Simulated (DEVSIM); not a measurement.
Device: illuminated Si n-on-p cell, one wavelength, with a back-surface field, at 300 K.

| layer (left to right) | material | thickness (μm) | Nd (cm⁻³) | Na (cm⁻³) | τn (s) | τp (s) | absorption coefficient (cm⁻¹) |
|---|---|---|---|---|---|---|---|
| 1 | Si | 1.40 | 2e18 | - | 5.9e-7 | 9.2e-8 | 9600 |
| 2 | Si | 65.0 | - | 4.7e15 | 6.6e-6 | 6.6e-6 | 9600 |
| 3 | Si | 0.240 | - | 8.3e18 | 6.6e-6 | 6.6e-6 | 9600 |

Left contact: ohmic, minority hole recombination velocity 50 cm/s. Right contact: ohmic, minority electron recombination velocity 30 cm/s. Voltage is applied to the left contact. Recombination: SRH at mid-gap, radiative, Auger. Light enters at the left, 2.1e16 photons cm⁻² s⁻¹, one pass, no reflection. Mobility is constant in doping.

Constants are typed, rounded textbook-type inputs, not results; the design itself was drawn at random and stands for no fabricated device. Values at 300 K.

| parameter | Si |
|---|---|
| gap (eV) | 1.124 |
| affinity (eV) | 4.05 |
| permittivity | 11.7 |
| Nc (cm⁻³) | 2.86e19 |
| Nv (cm⁻³) | 3.1e19 |
| μn (cm²/Vs) | 1417 |
| μp (cm²/Vs) | 470 |
| B (cm³/s) | 4.7e-15 |
| Cn (cm⁶/s) | 2.8e-31 |
| Cp (cm⁶/s) | 9.9e-32 |

Simulated with DEVSIM: 1D drift-diffusion, Boltzmann statistics, complete ionisation; no tunnelling, impact ionisation, image-force lowering or self-heating.

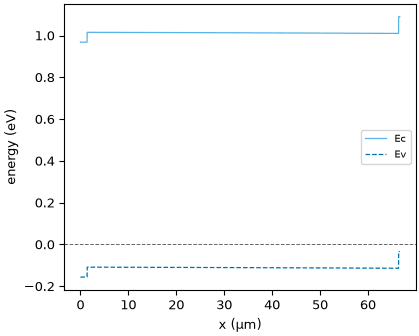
Band edges at -0.9 V on the left contact, in the dark

Energies count from the Fermi level of the right contact; mesh points crowd at the junctions.

```csv
x (μm),Ec (eV),Ev (eV),n (cm⁻³),p (cm⁻³),field (V/cm)
0.000,0.969,-0.155,2.0e18,5.5e16,-2000
0.04721,0.968,-0.156,2.1e18,5.3e16,≈ 0
0.1840,0.968,-0.156,2.1e18,5.3e16,≈ 0
0.6044,0.968,-0.156,2.1e18,5.3e16,≈ 0
1.219,0.968,-0.156,2.1e18,5.4e16,≈ 0
1.354,0.968,-0.156,2.1e18,5.4e16,≈ 0
1.400,0.989,-0.135,9.3e17,1.2e17,56000
1.485,1.015,-0.109,3.3e17,3.3e17,≈ 0
1.703,1.015,-0.109,3.3e17,3.3e17,≈ 0
2.359,1.015,-0.109,3.3e17,3.3e17,≈ 0
4.334,1.015,-0.109,3.3e17,3.3e17,≈ 0
14.76,1.014,-0.109,3.3e17,3.4e17,≈ 0
39.90,1.013,-0.111,3.4e17,3.5e17,≈ 0
57.61,1.011,-0.113,3.6e17,3.7e17,≈ 0
64.39,1.010,-0.114,3.7e17,3.8e17,≈ 0
65.78,1.010,-0.114,3.7e17,3.8e17,≈ 0
66.21,1.010,-0.114,3.7e17,3.8e17,≈ 0
66.35,1.010,-0.114,3.7e17,3.8e17,≈ 0
66.41,1.090,-0.034,1.7e16,8.3e18,130
66.47,1.090,-0.034,1.7e16,8.3e18,≈ 0
66.58,1.090,-0.034,1.7e16,8.3e18,≈ 0
66.64,1.090,-0.034,1.7e16,8.3e18,-350
```
